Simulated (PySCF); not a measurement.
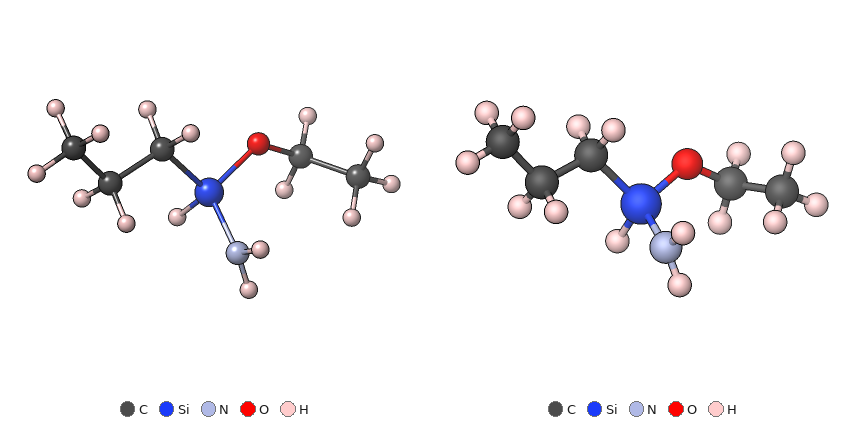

Both panels show the same species.

> Which formula does it have?

C₅H₁₅NOSi, 23 atoms: 5 carbon, 15 hydrogen, 1 nitrogen, 1 oxygen and 1 silicon.

> Name some functional groups or characteristic bonds that it holds.

Among them: Si–H bond, Si–O bond, Si–N bond.

> Count the bonded pairs by element.

12 C–H, 3 C–C, 2 N–H, 1 C–Si, 1 N–Si, 1 O–Si, 1 C–O, 1 Si–H.

> Does it have rings?

It has no ring.

> Write the SMILES.

CCC[Si@H](N)OCC

More results for the same structure follow; atom numbers are the same in all pictures, views and colours differ. Computed geometry: PBE0-D3(BJ)/def2-SVP optimisation. No frequency run is at hand to confirm it as a minimum.

## Symmetry

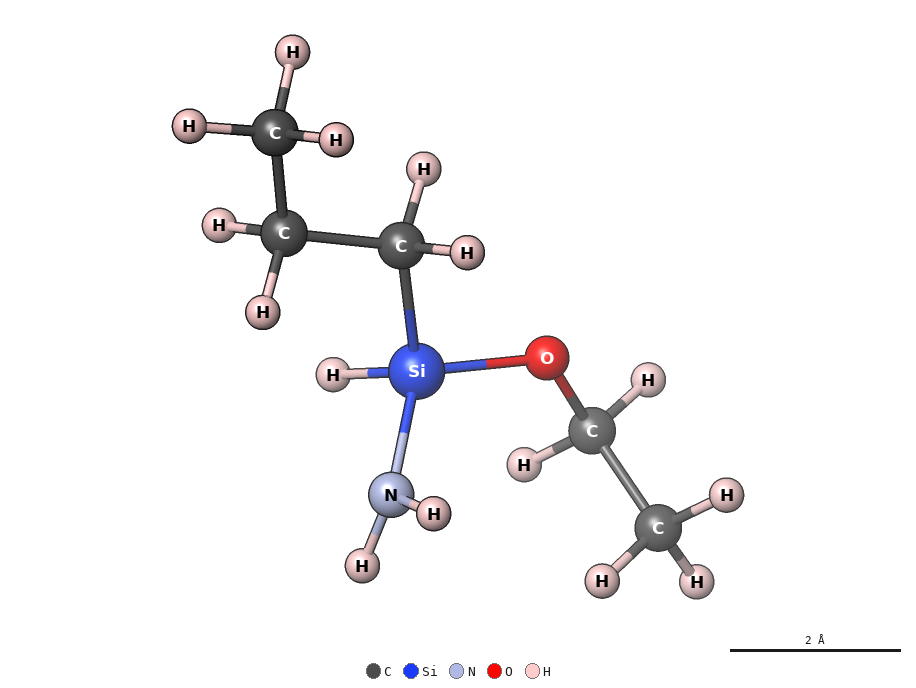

Distant atoms are faded towards the background colour. No frequency run is at hand to confirm it as a minimum. Masses are those of the most abundant isotopes; constants are for the rigid equilibrium geometry.

> Classify the rotor and give the rotational constants (MHz).

An asymmetric top (C1): A = 3981, B = 689, C = 635 MHz. Ray's parameter κ is −0.97, close to the prolate limit.

## Quadrupole coupling

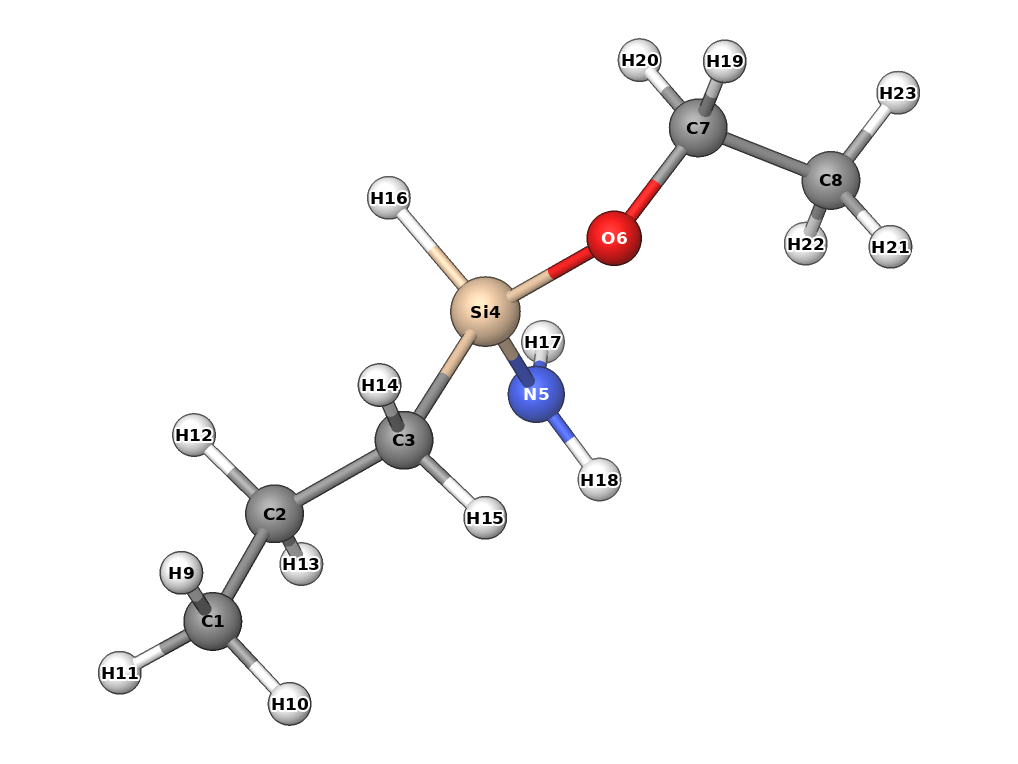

No frequency run is at hand to confirm it as a minimum. Electric field gradients from the ground-state density, PBE0/pcSseg-1 (PySCF 2.14.0), non-relativistic apart from any core potentials.

Give the largest field-gradient component, the quadrupole coupling constant and the asymmetry for 14N at N5 (Q = 20.44 mb), 17O at O6 (Q = −25.6 mb), 2H at H9 (Q = 2.86 mb), 2H at H10 (Q = 2.86 mb).

| atom | V_zz (a.u.) | e²qQ/h (MHz) | η |
| --- | --- | --- | --- |
| N5 | −0.950 | −4.56 | 0.36 |
| O6 | 1.693 | −10.18 | 0.37 |
| H9 | 0.290 | 0.195 | 0.02 |
| H10 | 0.290 | 0.195 | 0.02 |

## Core levels

No frequency run is at hand to confirm it as a minimum. Method: delta-SCF UKS SCAN, pcX-2 on the ionised atom, pcseg-1 elsewhere, spin-free X2C (PySCF 2.14.0).

Give the core-electron binding energies (to vacuum; p and d levels without spin–orbit splitting) of C1 1s, C2 1s, C3 1s, Si4 1s, Si4 2p, N5 1s, O6 1s, C7 1s, C8 1s.

| atom | level | binding energy (eV) |
| --- | --- | --- |
| C1 | 1s | 290.3 |
| C2 | 1s | 290.4 |
| C3 | 1s | 289.8 |
| Si4 | 1s | 1846.7 |
| Si4 | 2p | 106.9 |
| N5 | 1s | 404.4 |
| O6 | 1s | 537.3 |
| C7 | 1s | 292.0 |
| C8 | 1s | 290.5 |

## Electronic properties

No frequency run is at hand to confirm it as a minimum. Method: B3LYP/def2-SVPD, gas phase (PySCF 2.14.0). Excitations: vertical, linear response.

Computed properties:

- dipole moment: 1.43 D
- HOMO energy (Kohn–Sham orbital): −7.10 eV
- LUMO energy (Kohn–Sham orbital): 0.21 eV
- HOMO–LUMO gap: 7.32 eV
- mean static polarisability: 101.9 bohr³
- lowest vertical singlet excitation: 6.32 eV
- its oscillator strength: 0.051
